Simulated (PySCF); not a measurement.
**UCAM-B3LYP/6-31G run of BH2Br− (SMILES [BH2-]Br)**

What is the vertical doublet–quartet gap of BH2Br− at UCAM-B3LYP/6-31G? Input form: a Python script.

Program for the calculation: PySCF 2.14.0.

## 1. The molecule

BH2Br− has 4 atoms, charge -1, and is taken as a doublet. SMILES: `[BH2-]Br`. Geometry: relaxed at GFN2-xTB.

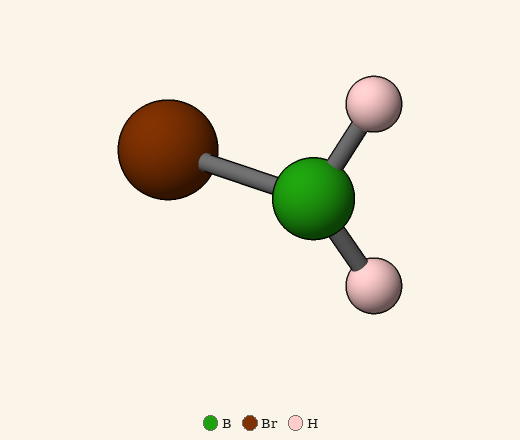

The structure, seen from a chosen angle (boron green, bromine brown, hydrogen pink).

## 2. The energy at UCAM-B3LYP/6-31G

The input, calc.py:

```python
from pyscf import gto, dft

molecule = gto.M(
    atom='B -0.380570 0.148840 0.001750; Br 1.540060 0.580870 0.661540; H -0.770230 -0.861690 0.547550; H -0.389260 0.131980 -1.210840',
    max_memory=1860,
    charge=-1,
    basis='6-31g',
    spin=1,
    verbose=3,
)

myscf = dft.UKS(molecule)
myscf.xc = 'cam-b3lyp'
myscf.grids.level = 4
myscf.conv_tol = 1e-10
myscf.kernel()
if not myscf.converged:
    myscf = myscf.newton().run(myscf.mo_coeff, myscf.mo_occ)

e_final = myscf.e_tot
print('Final energy', e_final)
```

On the command line:

```console
$ OMP_NUM_THREADS=1 python calc.py
```

Output:

```text
WARN: HOMO -0.107041149809612 >= LUMO -0.10704114980961

converged SCF energy = -2599.92732547251  <S^2> = 0.7520269  2S+1 = 2.0020259
Final energy -2599.927325472507
```

Wall time 9 s (1 thread of Intel Xeon Platinum 8488C (Sapphire Rapids), shared host); peak memory 0.25 GiB.

## 3. The quartet, same level

The input, calc.py:

```python
from pyscf import gto, dft

system = gto.M(
    atom='''
B     -0.719173     0.281267     0.003307
Br     2.910292     1.097685     1.250129
H     -1.455524    -1.628358     1.034720
H     -0.735595     0.249406    -2.288156
''',
    spin=3,
    unit='bohr',
    verbose=3,
    basis='6-31g',
    charge=-1,
    max_memory=1860,
)

mf = dft.UKS(system, xc='cam-b3lyp')
mf.conv_tol = 1e-10
mf.grids.level = 4
mf.kernel()
if not mf.converged:
    mf = mf.newton().run(mf.mo_coeff, mf.mo_occ)

e_tot = mf.e_tot
print('E = %.10f Eh' % e_tot)
```

On the command line:

```console
$ OMP_NUM_THREADS=1 python calc.py
```

Output:

```text
WARN: HOMO 0.0355862519309902 >= LUMO -0.33278631599618

WARN: HOMO 0.207903001204056 >= LUMO 0.0785226662608176

WARN: HOMO 0.158825735150872 >= LUMO 0.0422663261269518

WARN: HOMO 0.153965615763947 >= LUMO 0.0401776731536181

WARN: HOMO 0.155324333843585 >= LUMO 0.0417785254624343

WARN: HOMO 0.155307535402134 >= LUMO 0.0416042248570774

WARN: HOMO 0.155426969126565 >= LUMO 0.0415108593157747

WARN: HOMO 0.155398015990643 >= LUMO 0.0415105446712802

WARN: HOMO 0.155406413137593 >= LUMO 0.0414711374832857

WARN: HOMO 0.155411554448687 >= LUMO 0.0414747007653968

WARN: HOMO 0.1554117161468 >= LUMO 0.0414738162013366

WARN: HOMO 0.155412469444738 >= LUMO 0.0414741064187094

WARN: HOMO 0.155412227797751 >= LUMO 0.0414739180892374

converged SCF energy = -2599.65727751911  <S^2> = 3.7543129  2S+1 = 4.0021558
E = -2599.6572775191 Eh
```

It took 11 s on 1 thread of Intel Xeon Platinum 8488C (Sapphire Rapids), shared host; peak memory 0.25 GiB.

## 4. Outcome

Level: UCAM-B3LYP/6-31G.

| quantity | value |
| --- | --- |
| doublet: total energy | -2599.92733 Eh |
| doublet: HOMO energy (highest over α and β) | 0.33 eV |
| doublet: LUMO energy (lowest over α and β) | 7.11 eV |
| doublet: ⟨S²⟩ | 0.752 |
| quartet: total energy | -2599.65728 Eh |
| quartet: HOMO energy (highest over α and β) | 4.23 eV |
| quartet: ⟨S²⟩ | 3.754 |
| vertical energy of the quartet above the doublet | 7.348 eV |

**Reading.** At this shape the quartet lies 7.35 eV (709 kJ/mol) above the doublet. For an anion a state so high probably lies above electron detachment. The HOMO (doublet) lies at positive energy, 0.33 eV; only total energies tell whether the electron is bound. Mulliken charges (quartet) run from -0.69 on B1 to -0.07 on H4; they depend strongly on the basis. The HOMO (quartet) lies at positive energy, 4.23 eV; only total energies tell whether the electron is bound.
